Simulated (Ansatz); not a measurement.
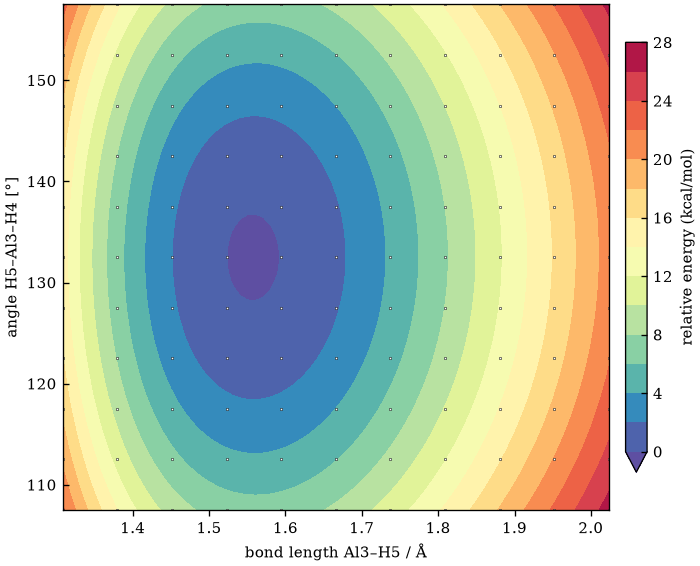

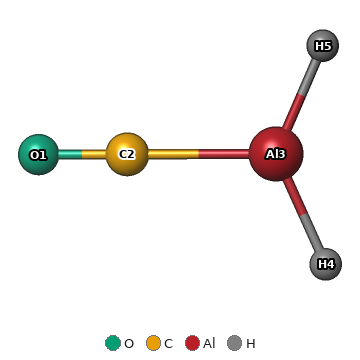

Energy landscape of CH2AlO, SMILES O=[C][AlH2], spin multiplicity 2. 
- Coordinates scanned: (1) bond length Al3–H5; (2) angle H5–Al3–H4.
- Nothing is relaxed (all other coordinates rigid).
- Grid: 11 × 11 points.
- Energies are in kcal/mol, from the lowest grid point.
- The calculation used UKS BHLYP-D4/def2-TZVP in Ansatz 0.2.0.

Drawn: filled contours, dots at the grid points. Between grid points the surface is interpolated. The second picture is the structure at the lowest point.

Q: Where are the wells?

A: The lowest grid point is at bond length Al3–H5 = 1.523 Å, angle H5–Al3–H4 = 132.5°. No other kind of well shows on this grid. The highest grid point, bond length Al3–H5 = 2.024 Å, angle H5–Al3–H4 = 107.5°, lies 26.9 kcal/mol above the lowest. Round the minimum the two coordinates are nearly uncoupled.

Grid values (kcal/mol):

```
angle H5–Al3–H4 ↓, bond length Al3–H5 →  1.308  1.379  1.451  1.523  1.594  1.666  1.737  1.809  1.881  1.952  2.024
                                  157.5   22.9   14.5    9.5    7.3    7.1    8.5   10.9   14.2   18.0   22.1   26.5
                                  152.5   20.0   11.6    6.8    4.6    4.5    5.9    8.4   11.8   15.7   19.9   24.4
                                  147.5   17.8    9.5    4.7    2.6    2.5    4.0    6.6   10.0   14.0   18.2   22.8
                                  142.5   16.2    8.0    3.2    1.1    1.1    2.6    5.3    8.8   12.8   17.1   21.7
                                  137.5   15.3    7.1    2.3    0.3    0.3    1.8    4.5    8.0   12.1   16.4   21.1
                                  132.5   15.0    6.8    2.0    0.0    0.0    1.6    4.2    7.8   11.8   16.2   20.9
                                  127.5   15.3    7.1    2.3    0.3    0.3    1.8    4.5    8.0   12.1   16.4   21.1
                                  122.5   16.1    7.9    3.2    1.1    1.1    2.7    5.3    8.8   12.9   17.2   21.9
                                  117.5   17.6    9.4    4.6    2.5    2.5    4.0    6.6   10.1   14.1   18.4   23.0
                                  112.5   19.7   11.4    6.6    4.5    4.5    5.9    8.5   11.9   15.9   20.1   24.7
                                  107.5   22.4   14.1    9.2    7.1    7.0    8.4   10.9   14.3   18.2   22.3   26.9
```

Time for the 121 points that were run: 21 min on 1 thread of Arm Neoverse N1 (shared host).
